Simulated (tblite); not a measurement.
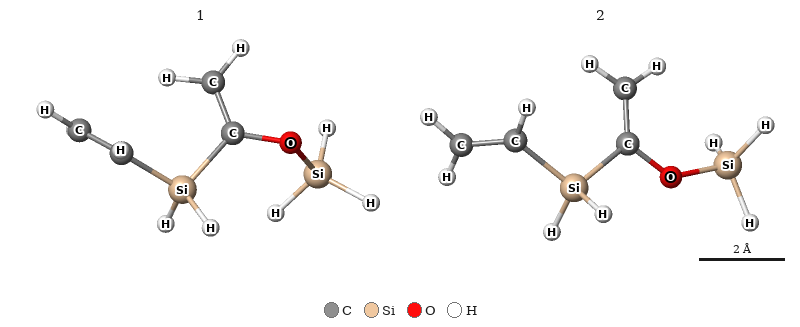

Two geometries of C₄H₁₀OSi₂, drawn at one scale. One is the start of a relaxation, the other its converged end. The picture is a ball-and-stick view, seen at a tilt.

These are results of GFN2-xTB geometry optimisation, gas phase (tblite 0.8.0), not measurements. 

### Which of the two is the end point?

Structure 2 is the relaxed one. The energy falls by 12.7 kcal/mol in 227 geometry steps. The largest move after the best rigid fit is that of an H atom, 2.10 Å. By element the largest moves are H 2.10 Å, O 1.15 Å, C 0.63 Å, Si 0.34 Å. Among the contacts that change: O–Si 1.736 → 1.624 Å, C–Si 1.838 → 1.883 Å, C–Si 1.855 → 1.896 Å, C–H 1.106 → 1.080 Å. Among the angles between lasting bonds that change: C–O–Si 117.5° → 133.8°, Si–C–O 121.7° → 110.2°, O–Si–H 107.3° → 99.1°. Groups turn about C–O by about 95°, C–Si by about 35°, C–Si by about 30°.
